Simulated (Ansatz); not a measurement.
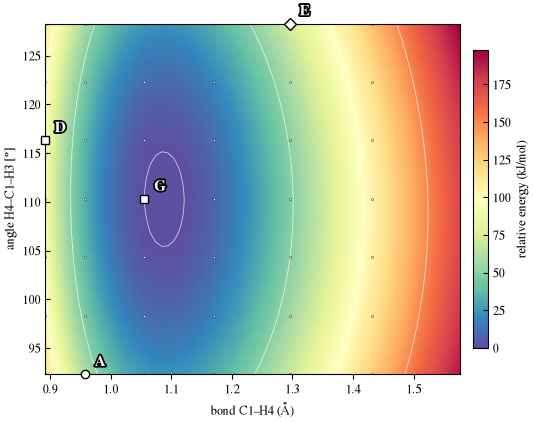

CH₃Cl, SMILES CCl. Two internal coordinates are moved rigidly from the geometry relaxed at PBE0-D4/def2-TZVP, all others fixed. First axis: bond C1–H4. Second axis: angle H4–C1–H3. The grid has 7 × 7 points. Points are written as (first, second). All energies are given in kJ/mol relative to the lowest grid point. Level of theory: RKS PBE0-D4/def2-TZVPP in Ansatz 0.2.0.

The picture shows a smooth colour map with a few white contour lines, dots at the grid points, lettered points. Between grid points the surface is interpolated.

Rank the lettered points by energy, lowest first.

Answer. G (0 kJ/mol), A (61 kJ/mol), E (73 kJ/mol), D (94 kJ/mol).
